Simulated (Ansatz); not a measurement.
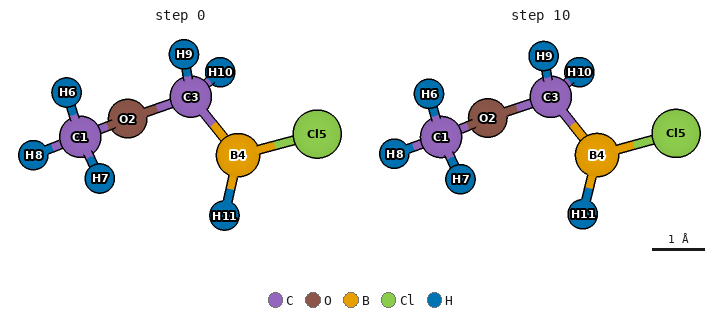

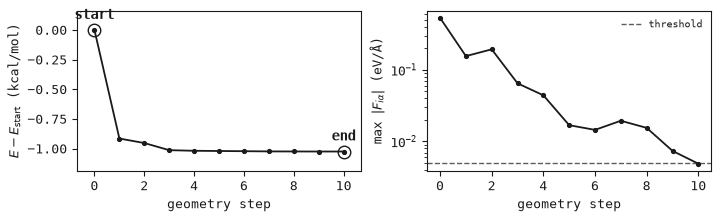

First and last geometry of a relaxation of C₂H₆BClO, with the history of the run. Style: ball-and-stick. Shown at a tilt.

The start comes from PBE-D4/def2-SVP.

Level of theory: Ansatz, RKS PBE0-D4/def2-TZVP. Settings: force threshold 0.005 eV/Å; at most 150 steps.

**What do the curves and the structures tell?**

It converged. Over 10 geometry steps the energy falls by 1.02 kcal/mol. The largest force component goes from 0.53 to 0.0049 eV/Å. The atom that moves furthest after the best rigid fit is H11 (0.075 Å). By element the largest moves are H 0.075 Å, Cl 0.042 Å, B 0.020 Å, C 0.015 Å, O 0.011 Å. Some distances before and after: B4–H11 1.214 → 1.192 Å, C1–H6 1.120 → 1.100 Å, C1–H8 1.107 → 1.090 Å, B4–Cl5 1.762 → 1.747 Å. The run took 25 s on 4 threads of Intel Xeon Platinum 8488C (shared host).

| step | E − E(0), kcal/mol | largest force component, eV/Å |
| --- | --- | --- |
| 0 | 0.00 | 0.5348 |
| 1 | -0.91 | 0.1561 |
| 2 | -0.95 | 0.1943 |
| 3 | -1.01 | 0.0650 |
| 4 | -1.02 | 0.0442 |
| 5 | -1.02 | 0.0169 |
| 6 | -1.02 | 0.0145 |
| 7 | -1.02 | 0.0195 |
| 8 | -1.02 | 0.0155 |
| 9 | -1.02 | 0.0074 |
| 10 | -1.02 | 0.0049 |
